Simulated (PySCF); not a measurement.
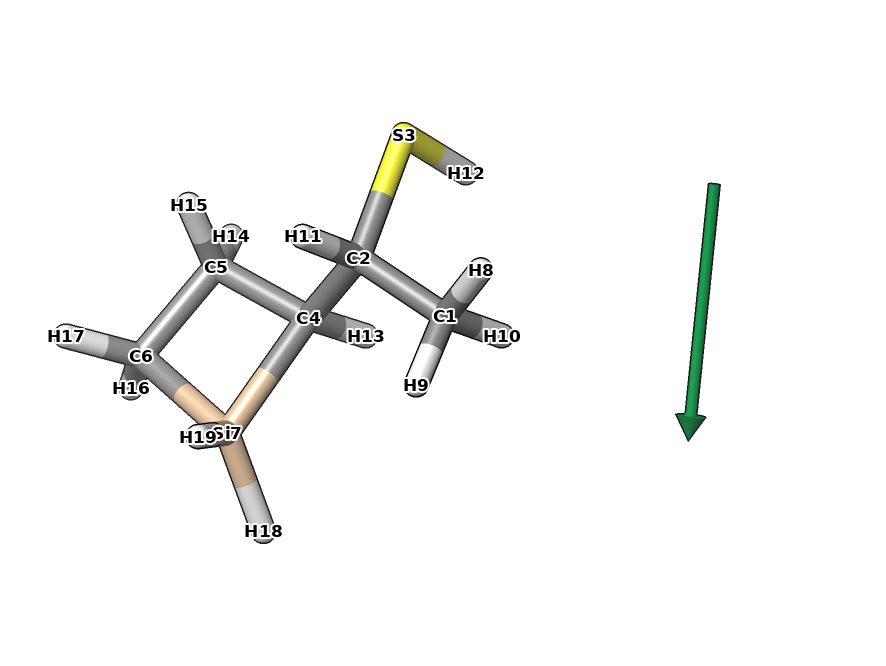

The arrow beside the molecule shows the direction of the dipole moment, from the negative to the positive end (its length means nothing). The geometry was computed by an optimisation with GFN2-xTB. No frequency run is at hand to confirm it as a minimum. Method: PBE0/pcSseg-1, gas phase (PySCF 2.14.0).

How large is the dipole moment?

1.80 D; it points from the side of S3 to the side of H18 (the outermost atoms at the two ends).

The geometry is semi-empirical. Around Si such bond lengths and angles can be off by a tenth of an ångström or more and by several degrees, and values that hang on the shape move with them.
